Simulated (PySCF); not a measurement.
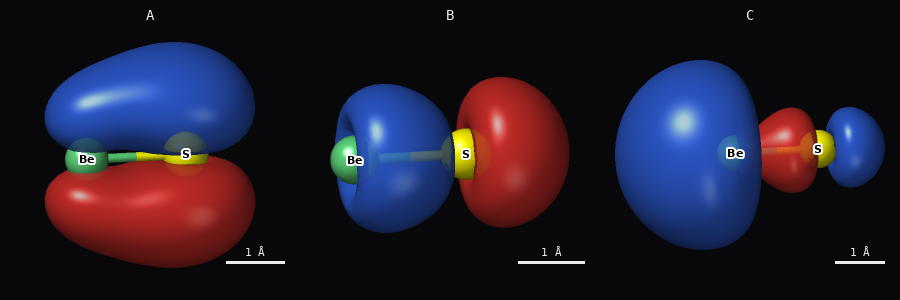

*BeS. Three frontier orbitals, each drawn at the value that holds 80 % of its norm (blue and red are the two phases), in no order; of a degenerate pair one member is drawn.*

Level of theory: PySCF 2.14.0, PBE0/def2-SVPD, non-relativistic Hamiltonian with scalar-relativistic core potentials where named, at a bond length of 1.759 Å.

### Label each orbital by symmetry, say whether it is occupied, and order them by energy.

Orbital B: σ, occupied, −8.70 eV; mainly on S (75 %).
Orbital A: π, occupied, −6.92 eV; mainly on S (80 %).
Orbital C: σ, empty, −4.04 eV; mainly on Be (90 %).
